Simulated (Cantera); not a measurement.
Charge: 1 mol C2H6, 0.041 mol H2O, 1.6 mol N2, at 11.0 bar.

Equilibrium computed with Cantera from the NASA thermochemical tables; the gas is ideal and each condensed phase is pure. Candidate condensed phases: C, C6H6, C7H8, C8H18, H2O; 136 gas species. Kinetics and transport are ignored.

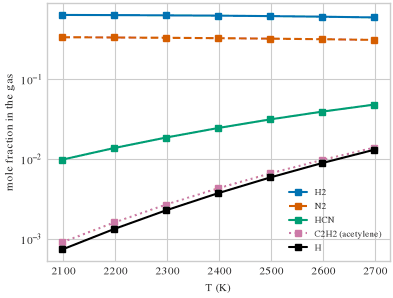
Figure. Equilibrium gas composition (values under 1e-9 drawn at 1e-9)

Task: Read off the mole fractions at 2098 K.

Result: H2 about 0.64, N2 about 0.34, HCN about 0.0099, C2H2 (acetylene) about 0.00091, H about 0.00074.
